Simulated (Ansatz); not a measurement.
Input

```
crystal:
  lattice:
    - [-1.4851571166, 1.8720763717, 7.0853970221]
    - [1.4851571166, -1.8720763717, 7.0853970221]
    - [1.4851571166, 1.8720763717, -7.0853970221]
  atoms:
    - { symbol: Pt, position: [0.0, 0.0, 0.0] }
    - { symbol: Au, position: [0.6980022794, 0.6980022794, 0.0] }
    - { symbol: Au, position: [0.3019977206, 0.3019977206, 0.0] }
    - { symbol: O, position: [0.5, 0.0, 0.5] }
    - { symbol: O, position: [0.0952875426, 0.5952875426, 0.5] }
    - { symbol: O, position: [0.9047124574, 0.4047124574, 0.5] }
kpoints:
  mp_grid: { grid: [10, 10, 10] }
hamiltonian:
  xc: r2scan
  dispersion: rvv10
scf:
  occupations: { method: fermi_dirac, width: 0.03 }
relax:
  f_tol: 0.01
  cell: {}
  max_steps: 120
output:
  write_density: true
  write_potential: true
  elf: true
  volumetric_format: npy
```

Command:

```sh
ansatz run input.yaml --threads 2 --pin off --max-ram 20275MiB --backend cpu --events-out ev --progress --plain --runs-dir out
```

Below, planes, directions and counts refer to the conventional cell (a = 2.98 Å, b = 3.77 Å, c = 14.03 Å, α = 90.00°, β = 90.00°, γ = 90.00°).

The fields are those of the relaxed geometry.

Space group Immm; a structure from a database of computed crystals, not necessarily the ambient phase; started from the NaPr2Se3-71 prototype, which need not be the ambient phase.

Computed with DFT, r2SCAN+rVV10, plane waves, PAW in Ansatz 0.2.0.

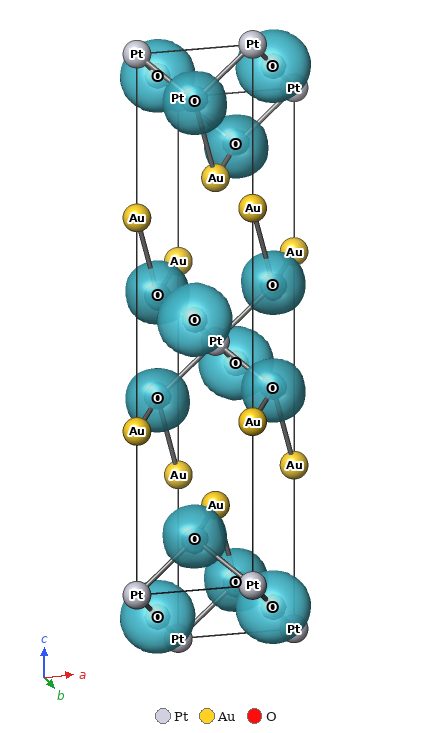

PtAu₂O₃. Isosurface of the electron localisation function at 0.65 (cyan), seen at an oblique angle. Only the valence region is drawn (cores and ρ < 0.01 e/Å³ removed). Sticks mark near contacts.

In a PAW calculation such maps are meaningful between the atoms, not at the nuclei.

Describe the localisation domains.

The ELF exceeds this value in six regions wrapped around O (the valence shell of each), counted in one cell of 12 atoms. Any copies at cell faces, edges or corners count once. Along the contacts the grid gives the following. Pt–O (1.88 Å): the ELF peaks at about 0.75 in the valence shell of O, 0.6 Å from its nucleus, and is about 0.20 at the midpoint. Au–O (2.36 Å): the ELF peaks at about 0.85 in the valence shell of O, 0.6 Å from its nucleus, and drops to about 0.10 between the two atoms.
